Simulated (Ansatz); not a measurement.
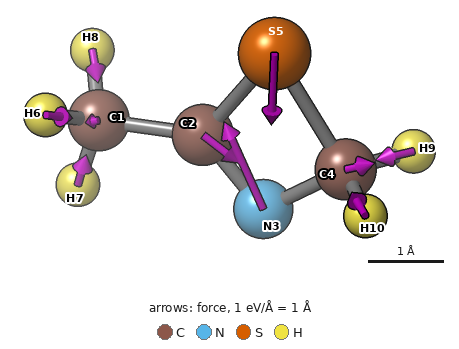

Starting geometry of C3H5NS with the computed forces as purple arrows. The picture is a ball-and-stick view, seen from a free direction.

The start comes from PBE-D4/def2-SVP.

All numbers below come from Ansatz 0.2.0, RKS PBE0-D4/def2-TZVP.

Input file:
```yaml
crystal:
  periodic: [false, false, false]
  atoms:
    - {symbol: C, position_ang: [-1.327940, -0.963788, -0.441363]}
    - {symbol: C, position_ang: [-0.182965, -0.090118, -0.071487]}
    - {symbol: N, position_ang: [0.949019, -0.423852, 0.471574]}
    - {symbol: C, position_ang: [1.491998, 0.925535, 0.510237]}
    - {symbol: S, position_ang: [-0.041755, 1.686923, -0.271518]}
    - {symbol: H, position_ang: [-2.245594, -0.665522, 0.105698]}
    - {symbol: H, position_ang: [-1.075102, -2.011016, -0.188242]}
    - {symbol: H, position_ang: [-1.547452, -0.890597, -1.526068]}
    - {symbol: H, position_ang: [2.393150, 1.068801, -0.120722]}
    - {symbol: H, position_ang: [1.669741, 1.312334, 1.534691]}
basis:
  gaussian: {orbitals: def2-TZVP}
hamiltonian: {xc: pbe0, dispersion: d4}
relax: {f_tol: 0.005, max_steps: 150}
```

Run as
```bash
ansatz run in.yaml --threads 4 --pin off --events-out ev --progress --plain --max-ram 10444MiB
```

Q: Is this structure relaxed? If not, where do the atoms go?

A: It isn't relaxed: the largest force vector, on N3, is 1.38 eV/Å. The final displacements follow the starting forces only in part (cosine between the two patterns 0.76). Over 5 geometry steps the energy falls by 6.02 kJ/mol. Largest force component: 1 eV/Å at the start, 0.0029 eV/Å at the end. The largest move after the best rigid fit is that of S5, 0.030 Å. By element the largest moves are S 0.030 Å, H 0.027 Å, N 0.023 Å, C 0.012 Å. Near-neighbour distances that change, for instance: C4–S5 1.882 → 1.846 Å, C2–S5 1.794 → 1.765 Å, C2–N3 1.299 → 1.282 Å, C1–H6 1.109 → 1.093 Å.
